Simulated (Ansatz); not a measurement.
C$_{2}$H$_{3}$FN$_{2}$: several calculations on one system

## 1. Relaxation

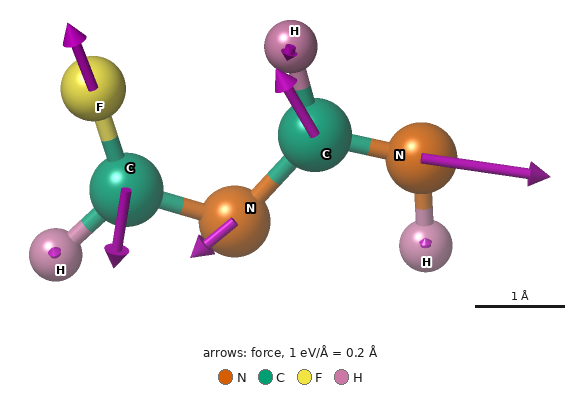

Starting geometry of C$_{2}$H$_{3}$FN$_{2}$ with the computed forces as purple arrows. Style: ball-and-stick. Shown at a tilt.

The run prepares an end point of a later path (torsion) calculation, from a guessed geometry.

These are results of RKS CAM-B3LYP-D4/STO-3G in Ansatz, not measurements.

The input:
```yaml
crystal:
  periodic: [false, false, false]
  atoms:
    - { symbol: "N", position_ang: [0.2434, 1.96, 0.1234] }
    - { symbol: C, position_ang: [0.3563, 0.7392, 0.2765] }
    - { symbol: "N", position_ang: [-0.529, -0.0634, -0.4138] }
    - { symbol: C, position_ang: [-0.2579, -1.322, -0.2383] }
    - { symbol: F, position_ang: [0.6366, -1.8082, 0.5464] }
    - { symbol: H, position_ang: [-0.5972, 2.1129, -0.537] }
    - { symbol: H, position_ang: [1.1853, 0.3645, 0.941] }
    - { symbol: H, position_ang: [-0.9453, -2.0401, -0.7542] }
basis:
  gaussian: { orbitals: STO-3G }
hamiltonian:
  xc: cam_b3lyp
  dispersion: d4
relax:
  f_tol: 0.015
  max_steps: 40
output:
  orbitals: {}
```

Run as
```bash
ansatz run input.yaml --threads 1 --pin off --max-ram 2048MiB --backend cpu --events-out ev --progress --plain --runs-dir out
```

Is this structure relaxed? If not, where do the atoms go?

Answer. It isn't relaxed: the largest force vector, on N1, is 7.42 eV/Å. The final displacements follow the starting forces only in part (cosine between the two patterns 0.48). After 6 accepted moves (7 points after the start) the energy has fallen by 73.5 kJ/mol. Largest force component: 7.4 eV/Å at the start, 0.0044 eV/Å at the end. The line search rejected the trial step at point 3 of the run. The largest move after the best rigid fit is that of H6, 0.16 Å. By element the largest moves are H 0.16 Å, N 0.14 Å, F 0.08 Å, C 0.08 Å. Among the contacts that change: C2–N3 1.380 → 1.478 Å, C4–F5 1.285 → 1.360 Å, N1–C2 1.236 → 1.305 Å, C2–H7 1.127 → 1.106 Å. Bond angles that change, for instance: N3–C2–H7 125.0° → 118.2°, N1–C2–N3 117.0° → 122.3°, N3–C4–H8 115.5° → 119.9°.

Limits of the set-up: STO-3G is a minimal basis, so the numbers are rough.

## 2. Relaxation

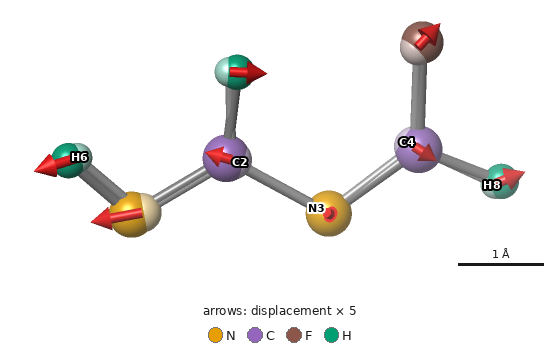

This is a relaxation of C2H3FN2. The starting structure is drawn faded, the final one solid; red arrows show the displacements, 5 times their true length. The two geometries are superimposed by the best rigid fit.

A ball-and-stick model, seen at a tilt.

The run prepares an end point of a later path (torsion) calculation, from a guessed geometry.

The calculation used RKS CAM-B3LYP-D4/STO-3G (Ansatz). Settings: no spin polarisation; force threshold 0.015 eV/Å; at most 40 steps.

What did the optimiser do to the structure, and how much energy did it gain?

An N atom moves most after the best rigid fit: 0.12 Å. By element the largest moves are N 0.12 Å, H 0.11 Å, F 0.08 Å, C 0.07 Å. Among the contacts that change: C–N 1.380 → 1.474 Å, C–F 1.285 → 1.362 Å, C–N 1.236 → 1.307 Å, C–H 1.127 → 1.110 Å. Bond angles that change, for instance: N–C–H 125.0° → 116.6°, N–C–H 118.0° → 126.0°, N–C–H 115.5° → 119.8°. Over 6 accepted moves (7 points after the start) the energy falls by 72.5 kJ/mol. The largest force component goes from 7.3 to 0.008 eV/Å. The line search rejected the trial step at point 2 of the run.

Limits of the set-up: STO-3G is a minimal basis, so the numbers are rough.

## 3. Path

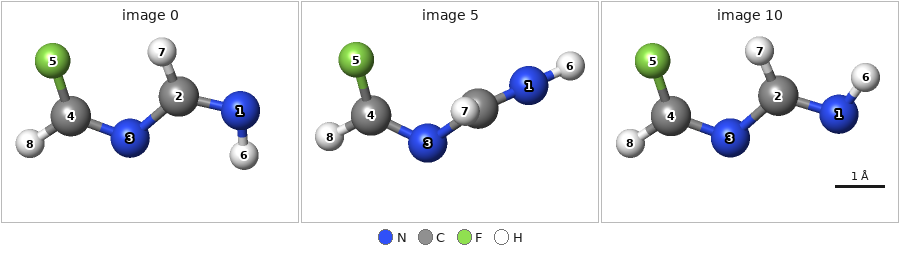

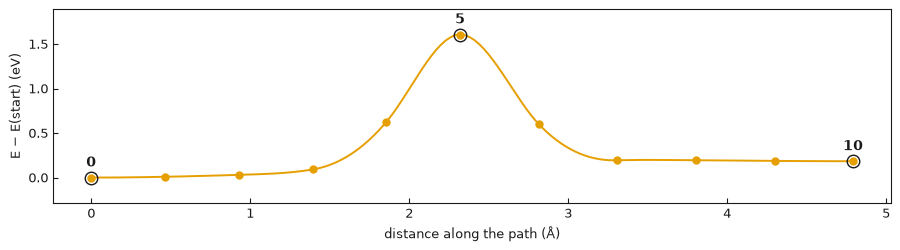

A search for the minimum-energy path of C₂H₃FN₂ by the nudged elastic band. Images are numbered from 0 (start) to 10 (end). The picture is a ball-and-stick view, seen at a tilt.

These are results of RKS CAM-B3LYP-D4/STO-3G in Ansatz, not measurements. Set-up: 9 movable images; climbing image; force threshold 0.03 eV/Å; iteration limit 48; starting path through a guess of the saddle point.

Describe the mechanism and the energy profile.

The highest point, image 5, lies 1.61 eV above the start and 1.42 eV above the end; the end is at +0.18 eV relative to the start. The motion is an in-plane inversion: the angle C2–N1–H6 opens from 105° to 178° on the way and closes on the other side (106° at the end). No bond forms or breaks between the ends. Bond angles that change up to the highest image, for instance: C2–N1–H6 105.1° → 178.5°, N3–C2–H7 118.2° → 110.5°. The band converged in 26 iterations, with a climbing image at the top. At the top, the vibrational analysis gives one imaginary mode (1082i cm⁻¹), as a transition state must have.

Limits of the set-up: STO-3G is a minimal basis, so the numbers are rough.
